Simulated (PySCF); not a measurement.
# C5H5F: electronic excitations at several levels of theory

How much do the electronic excitations of C5H5F (`C=CC#CCF`) depend on the level of theory, and what does each level cost?

Programs: PySCF 2.14.0, with density-fitted response routines of our own. Each step states its level of theory. These are calculated values for one molecule in the gas phase, unless marked as measured. Atoms are numbered from 0 throughout.

## (1) The molecule as given

11 atoms, charge 0, multiplicity 1; geometry from: PBE0-D3(BJ)/def2-SVP.

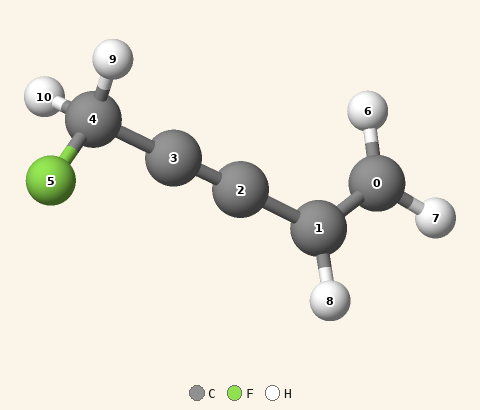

As it starts; carbon grey, fluorine green, hydrogen white, atoms numbered.

## (2) TDDFT and polarisability: PBE0/def2-TZVP

Job settings and geometry (Å):

```
{"job": {"kind": "uv", "xc": "PBE0", "basis": "def2-TZVP"}, "charge": 0, "multiplicity": 1}
C      2.521092     0.452604     0.165559
C      1.613100    -0.327044    -0.439301
C      0.205376    -0.212914    -0.278208
C     -1.001693    -0.141685    -0.155865
C     -2.445388    -0.039013    -0.002139
F     -3.108743    -1.033603    -0.672053
H      2.223595     1.253939     0.846827
H      3.588423     0.303238    -0.009551
H      1.949237    -1.121738    -1.116006
H     -2.713341    -0.097257     1.067826
H     -2.793827     0.937710    -0.382734
```

With the program's defaults for keys left out, this is: TDDFT PBE0/def2-TZVP, vertical, gas phase, core orbitals frozen in the response.

Launch:

```console
$ OMP_NUM_THREADS=1 python probes_run.py task.json out
```

The driver reads the jobs from task.json and runs them one after another.

The program printed:

```text
coarse grid: 9616 points
cycle   1  E = -293.0162352790  dE =  7.226e-01  |g| = 5.352e-01  |ddm| = 4.314e+00
cycle   2  E = -292.9844259482  dE =  3.181e-02  |g| = 7.171e-01  |ddm| = 4.483e+00
cycle   3  E = -293.0673134488  dE = -8.289e-02  |g| = 1.167e-01  |ddm| = 3.078e+00
cycle   4  E = -293.0692414983  dE = -1.928e-03  |g| = 6.867e-02  |ddm| = 1.346e-01
cycle   5  E = -293.0702927345  dE = -1.051e-03  |g| = 2.145e-02  |ddm| = 1.260e-01
cycle   6  E = -293.0704003122  dE = -1.076e-04  |g| = 3.533e-03  |ddm| = 5.413e-02
cycle   7  E = -293.0704028433  dE = -2.531e-06  |g| = 1.505e-03  |ddm| = 6.909e-03
final grid: 94504 points
cycle   8  E = -293.0637747991  dE = -4.813e-05  |g| = 5.949e-03  |ddm| = 1.233e-01
cycle   9  E = -293.0637713130  dE =  3.486e-06  |g| = 7.217e-03  |ddm| = 1.450e-02
cycle  10  E = -293.0637827749  dE = -1.146e-05  |g| = 1.473e-03  |ddm| = 1.046e-02
cycle  11  E = -293.0637832221  dE = -4.472e-07  |g| = 3.209e-04  |ddm| = 4.197e-03
cycle  12  E = -293.0637832408  dE = -1.864e-08  |g| = 1.783e-04  |ddm| = 3.720e-04
cycle  13  E = -293.0637832472  dE = -6.420e-09  |g| = 4.683e-05  |ddm| = 3.053e-04
cycle  14  E = -293.0637832476  dE = -4.694e-10  |g| = 1.986e-05  |ddm| = 7.696e-05
converged SCF energy = -293.0637832476

Static polarisability (au): isotropic 63.916, principal 37.962 48.678 105.109

Singlet excitations
state   eV       nm        f      main configurations
  1   5.3691    230.9   0.06167   H-1->L 0.40, H->L+1 0.34, H->L 0.21
  2   5.4792    226.3   0.22073   H->L 0.61, H-1->L 0.21, H-1->L+1 0.09
  3   5.5306    224.2   0.00629   H->L+1 0.59, H-1->L 0.38
  4   7.3471    168.8   0.66460   H-1->L+1 0.60, H->L 0.13, H-2->L 0.10
  5   7.6211    162.7   0.00041   H->L+2 0.91
  6   7.7305    160.4   0.01992   H-2->L 0.71, H->L+4 0.22
  7   7.7873    159.2   0.00276   H->L+3 0.71, H-2->L+1 0.18
  8   7.9859    155.3   0.00041   H-5->L 0.58, H-4->L 0.33
  9   8.1760    151.6   0.00070   H-2->L+1 0.78, H->L+3 0.18
 10   8.2997    149.4   0.00135   H->L+5 0.92

Triplet excitations (Tamm-Dancoff, eV): 3.3118 4.9272 5.2033 5.3661
```

Wall time 27 s (1 thread of Arm Neoverse V1, shared host); peak memory 0.93 GiB.

The orbitals next to the gap, with their largest atomic shares:

| orbital | eV | atoms |
| --- | --- | --- |
| HOMO−3 | -10.52 | F5 49 %, C4 16 %, C3 11 % |
| HOMO−2 | -9.57 | C1 30 %, C2 22 %, C0 18 % |
| HOMO−1 | -8.20 | C3 43 %, C2 38 %, C1 6 % |
| HOMO | -7.07 | C0 29 %, C3 26 %, C2 20 % |
| LUMO | -1.04 | C0 39 %, C1 25 %, C3 15 % |
| LUMO+1 | 0.13 | C2 25 %, C3 23 %, C4 22 % |
| LUMO+2 | 1.70 | H10 32 %, H9 30 %, C4 17 % |

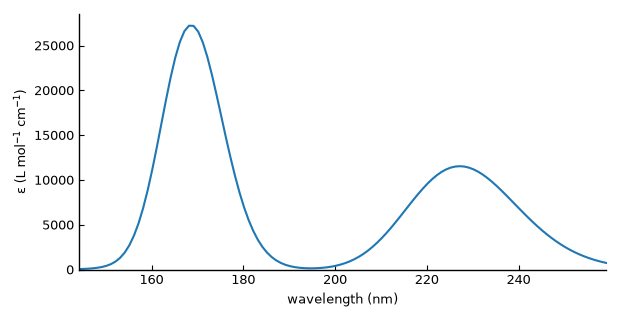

Absorption spectrum: each of the 10 states is a Gaussian band of 0.4 eV half-width at 1/e. Beyond the last state computed it falls off for lack of states.

Further results of this job:

| property | computed |
| --- | --- |
| dipole moment (D) | 1.86 |
| polarisability (Å³) | 9.47 |
| HOMO–LUMO gap (eV) | 6.02 |
| −ε(HOMO) (eV) | 7.07 |

## (3) Excited states and response: PBE0/aug-cc-pVDZ

Same as in step 2 but for these lines:

```diff
@@ -1,2 +1,2 @@
-{"job": {"kind": "uv", "xc": "PBE0", "basis": "def2-TZVP"}, "charge": 0, "multiplicity": 1}
+{"job": {"kind": "uv", "xc": "PBE0", "basis": "aug-cc-pVDZ"}, "charge": 0, "multiplicity": 1}
 C      2.521092     0.452604     0.165559
```

With the program's defaults for keys left out, this is: TDDFT PBE0/aug-cc-pVDZ, vertical, gas phase, core orbitals frozen in the response.

The program printed:

```text
coarse grid: 9616 points
cycle   1  E = -292.9293387199  dE =  7.517e-01  |g| = 4.691e-01  |ddm| = 1.086e+01
cycle   2  E = -292.9025418523  dE =  2.680e-02  |g| = 6.320e-01  |ddm| = 2.402e+00
cycle   3  E = -292.9729251603  dE = -7.038e-02  |g| = 1.043e-01  |ddm| = 1.093e+00
cycle   4  E = -292.9747570354  dE = -1.832e-03  |g| = 5.638e-02  |ddm| = 2.889e-01
cycle   5  E = -292.9754872413  dE = -7.302e-04  |g| = 1.748e-02  |ddm| = 1.175e-01
cycle   6  E = -292.9755628587  dE = -7.562e-05  |g| = 3.162e-03  |ddm| = 4.793e-02
cycle   7  E = -292.9755650099  dE = -2.151e-06  |g| = 1.381e-03  |ddm| = 1.129e-02
final grid: 94504 points
cycle   8  E = -292.9846356060  dE = -2.296e-05  |g| = 6.462e-03  |ddm| = 1.789e-01
cycle   9  E = -292.9846307455  dE =  4.861e-06  |g| = 8.322e-03  |ddm| = 4.294e-02
cycle  10  E = -292.9846460070  dE = -1.526e-05  |g| = 1.363e-03  |ddm| = 1.917e-02
cycle  11  E = -292.9846464270  dE = -4.200e-07  |g| = 2.324e-04  |ddm| = 3.887e-03
cycle  12  E = -292.9846464373  dE = -1.033e-08  |g| = 1.368e-04  |ddm| = 7.382e-04
cycle  13  E = -292.9846464414  dE = -4.050e-09  |g| = 3.590e-05  |ddm| = 2.677e-04
cycle  14  E = -292.9846464416  dE = -2.519e-10  |g| = 1.907e-05  |ddm| = 1.062e-04
converged SCF energy = -292.9846464416

Static polarisability (au): isotropic 68.179, principal 43.252 52.627 108.658

Singlet excitations
state   eV       nm        f      main configurations
  1   5.3063    233.7   0.04729   H->L+1 0.47, H-1->L 0.18, H->L 0.16
  2   5.4281    228.4   0.23812   H->L 0.66, H->L+1 0.16
  3   5.4824    226.1   0.00916   H-1->L 0.80, H->L+1 0.14
  4   6.1591    201.3   0.00121   H->L+2 0.47, H->L+3 0.28, H->L+1 0.19
  5   6.4663    191.7   0.00665   H->L+3 0.55, H->L+2 0.40
  6   6.7484    183.7   0.00424   H->L+4 0.89
  7   6.9401    178.6   0.15840   H->L+5 0.58, H-1->L+1 0.31
  8   7.0818    175.1   0.22600   H-1->L+1 0.50, H->L+5 0.35
  9   7.2212    171.7   0.00974   H->L+6 0.94
 10   7.3314    169.1   0.18095   H-1->L+2 0.53, H-1->L+3 0.13, H-2->L 0.13

Triplet excitations (Tamm-Dancoff, eV): 3.3166 4.9057 5.1918 5.3177
```

Run time: 22 s. Hardware: 1 thread of Arm Neoverse V1, shared host; peak memory 0.78 GiB.

This run: HOMO -7.07 eV, LUMO -1.09 eV; lowest singlet 5.31 eV.

## (4) Ultraviolet spectrum: PBE0/def2-TZVPD

Same as in step 3 but for these lines:

```diff
@@ -1,2 +1,2 @@
-{"job": {"kind": "uv", "xc": "PBE0", "basis": "aug-cc-pVDZ"}, "charge": 0, "multiplicity": 1}
+{"job": {"kind": "uv", "xc": "PBE0", "basis": "def2-TZVPD"}, "charge": 0, "multiplicity": 1}
 C      2.521092     0.452604     0.165559
```

Level: TDDFT PBE0/def2-TZVPD, vertical, gas phase, core orbitals frozen in the response.

The program printed:

```text
coarse grid: 9616 points
cycle   1  E = -293.0176540074  dE =  7.232e-01  |g| = 5.352e-01  |ddm| = 5.535e+00
cycle   2  E = -292.9841079195  dE =  3.355e-02  |g| = 7.239e-01  |ddm| = 1.859e+00
cycle   3  E = -293.0687539682  dE = -8.465e-02  |g| = 1.166e-01  |ddm| = 7.096e-01
cycle   4  E = -293.0706652847  dE = -1.911e-03  |g| = 6.791e-02  |ddm| = 1.890e-01
cycle   5  E = -293.0716836310  dE = -1.018e-03  |g| = 2.209e-02  |ddm| = 6.703e-02
cycle   6  E = -293.0717980366  dE = -1.144e-04  |g| = 3.567e-03  |ddm| = 2.719e-02
cycle   7  E = -293.0718006633  dE = -2.627e-06  |g| = 1.433e-03  |ddm| = 7.569e-03
final grid: 94504 points
cycle   8  E = -293.0651833849  dE = -5.014e-05  |g| = 5.892e-03  |ddm| = 2.774e-01
cycle   9  E = -293.0651802689  dE =  3.116e-06  |g| = 7.075e-03  |ddm| = 1.959e-02
cycle  10  E = -293.0651912013  dE = -1.093e-05  |g| = 1.455e-03  |ddm| = 8.824e-03
cycle  11  E = -293.0651916270  dE = -4.257e-07  |g| = 3.189e-04  |ddm| = 1.463e-03
cycle  12  E = -293.0651916452  dE = -1.826e-08  |g| = 1.789e-04  |ddm| = 5.047e-04
cycle  13  E = -293.0651916518  dE = -6.576e-09  |g| = 4.565e-05  |ddm| = 1.713e-04
cycle  14  E = -293.0651916522  dE = -4.300e-10  |g| = 2.044e-05  |ddm| = 6.736e-05
converged SCF energy = -293.0651916522

Static polarisability (au): isotropic 68.245, principal 43.250 52.819 108.667

Singlet excitations
state   eV       nm        f      main configurations
  1   5.3219    233.0   0.04855   H->L+1 0.50, H-1->L 0.24, H->L 0.17
  2   5.4452    227.7   0.23527   H->L 0.66, H->L+1 0.17, H-1->L+1 0.08
  3   5.4824    226.1   0.00520   H-1->L 0.73, H->L+1 0.23
  4   6.4382    192.6   0.00055   H->L+2 0.85
  5   6.8437    181.2   0.01053   H->L+3 0.91
  6   7.1452    173.5   0.49930   H-1->L+1 0.65, H->L 0.09, H->L+4 0.09
  7   7.1514    173.4   0.05580   H->L+4 0.88
  8   7.5192    164.9   0.05423   H-1->L+2 0.72, H-2->L 0.18
  9   7.6699    161.7   0.04149   H-2->L 0.49, H->L+6 0.33
 10   7.7437    160.1   0.02026   H->L+5 0.83

Triplet excitations (Tamm-Dancoff, eV): 3.3079 4.8983 5.1828 5.3244
```

Run time: 41 s. Hardware: 1 thread of Arm Neoverse V1, shared host; peak memory 0.99 GiB.

In short: HOMO -7.09 eV, LUMO -1.09 eV; lowest singlet 5.32 eV.

## (5) Ultraviolet spectrum: PBE0/6-31+G*

Same as in step 4 but for these lines:

```diff
@@ -1,2 +1,2 @@
-{"job": {"kind": "uv", "xc": "PBE0", "basis": "def2-TZVPD"}, "charge": 0, "multiplicity": 1}
+{"job": {"kind": "uv", "xc": "PBE0", "basis": "6-31+G*"}, "charge": 0, "multiplicity": 1}
 C      2.521092     0.452604     0.165559
```

Level: TDDFT PBE0/6-31+G*, vertical, gas phase, core orbitals frozen in the response.

The program printed:

```text
coarse grid: 9616 points
cycle   1  E = -292.9461170183  dE =  7.411e-01  |g| = 4.686e-01  |ddm| = 5.947e+02
cycle   2  E = -292.9235699845  dE =  2.255e-02  |g| = 6.137e-01  |ddm| = 4.100e+00
cycle   3  E = -292.9906289406  dE = -6.706e-02  |g| = 1.074e-01  |ddm| = 1.975e+00
cycle   4  E = -292.9926134916  dE = -1.985e-03  |g| = 5.561e-02  |ddm| = 5.272e-01
cycle   5  E = -292.9933263472  dE = -7.129e-04  |g| = 1.734e-02  |ddm| = 1.697e-01
cycle   6  E = -292.9934007106  dE = -7.436e-05  |g| = 2.915e-03  |ddm| = 4.111e-02
cycle   7  E = -292.9934024589  dE = -1.748e-06  |g| = 1.372e-03  |ddm| = 9.534e-03
final grid: 94504 points
cycle   8  E = -292.9570539512  dE = -2.087e-05  |g| = 6.806e-03  |ddm| = 2.427e-01
cycle   9  E = -292.9570480935  dE =  5.858e-06  |g| = 9.025e-03  |ddm| = 4.544e-02
cycle  10  E = -292.9570651340  dE = -1.704e-05  |g| = 1.289e-03  |ddm| = 2.380e-02
cycle  11  E = -292.9570655148  dE = -3.808e-07  |g| = 2.181e-04  |ddm| = 4.148e-03
cycle  12  E = -292.9570655246  dE = -9.748e-09  |g| = 1.251e-04  |ddm| = 9.178e-04
cycle  13  E = -292.9570655281  dE = -3.563e-09  |g| = 2.813e-05  |ddm| = 5.544e-04
cycle  14  E = -292.9570655282  dE = -1.244e-10  |g| = 1.803e-05  |ddm| = 9.098e-05
converged SCF energy = -292.9570655282

Static polarisability (au): isotropic 62.699, principal 36.812 47.139 104.147

Singlet excitations
state   eV       nm        f      main configurations
  1   5.3241    232.9   0.03226   H->L+1 0.65, H-1->L 0.15, H->L 0.12
  2   5.4677    226.8   0.24462   H->L 0.69, H->L+1 0.15, H-1->L+1 0.08
  3   5.5213    224.6   0.01249   H-1->L 0.83, H->L+1 0.12
  4   6.4964    190.9   0.00067   H->L+2 0.86
  5   6.8284    181.6   0.00749   H->L+3 0.87
  6   7.1128    174.3   0.30469   H-1->L+1 0.38, H->L+4 0.36, H->L+5 0.09
  7   7.1211    174.1   0.19461   H->L+4 0.59, H-1->L+1 0.23
  8   7.5224    164.8   0.08523   H->L+5 0.60, H-1->L+2 0.25, H-1->L+1 0.10
  9   7.5683    163.8   0.01485   H->L+6 0.76, H-1->L+2 0.10
 10   7.5843    163.5   0.06613   H-1->L+2 0.34, H-2->L 0.30, H->L+6 0.16

Triplet excitations (Tamm-Dancoff, eV): 3.3139 4.9130 5.1813 5.3476
```

Run time: 12 s. Hardware: 1 thread of Arm Neoverse V1, shared host; peak memory 0.59 GiB.

Key values: HOMO -7.06 eV, LUMO -1.04 eV; lowest singlet 5.32 eV.

## (6) Side by side: electronic excitations

Excitations and ground-state properties, with basis size and wall time:

| run | lowest singlet (eV) | brightest (eV) | f | gap (eV) | α (Å³) | μ (D) | functions | time |
| --- | --- | --- | --- | --- | --- | --- | --- | --- |
| PBE0/def2-TZVP | 5.37 | 7.35 | 0.665 | 6.02 | 9.47 | 1.86 | 216 | 27 s |
| PBE0/aug-cc-pVDZ | 5.31 | 5.43 | 0.238 | 5.98 | 10.10 | 1.90 | 183 | 22 s |
| PBE0/def2-TZVPD | 5.32 | 7.15 | 0.499 | 6.00 | 10.11 | 1.90 | 270 | 41 s |
| PBE0/6-31+G* | 5.32 | 7.11 | 0.305 | 6.02 | 9.29 | 2.08 | 118 | 12 s |

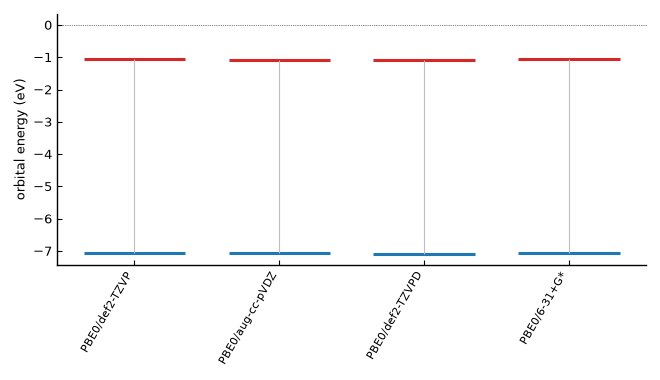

HOMO (blue) and LUMO (red) run by run.

## (7) Summary of results

| quantity | value |
| --- | --- |
| lowest singlet (PBE0/def2-TZVP) | 5.37 eV (231 nm), f = 0.062 |
| brightest single state of those computed | state 4, 7.35 eV, f = 0.665 |
| lowest triplet | 3.31 eV |
| range of the lowest singlet | 5.31 to 5.37 eV |

In words: Single values in the summary come from the first sound run of each kind (PBE0/def2-TZVP), which need not be the best level. The lowest singlet, at 5.37 eV, is HOMO−1→LUMO 0.40, HOMO→LUMO+1 0.34 and is bright; of the 10 states computed, the strongest absorption comes from state 4 at 7.35 eV. The lowest triplet lies 2.06 eV below the lowest singlet (triplets in Tamm-Dancoff, singlets in full TDDFT). At PBE0/def2-TZVP, states above −ε(HOMO) (7.07 eV) lie where TDDFT describes them poorly and they hang on the basis; the brightest is among them. The basis of PBE0/def2-TZVP has no diffuse functions, so Rydberg states are missing and the high states are unreliable. The lowest singlet runs from 5.31 eV (PBE0/aug-cc-pVDZ) to 5.37 eV (PBE0/def2-TZVP), while the orbital gap spans 5.98 to 6.02 eV. The lowest state need not be the same one in every run. The runs solved for a few states only, so the brightest column depends on that window.
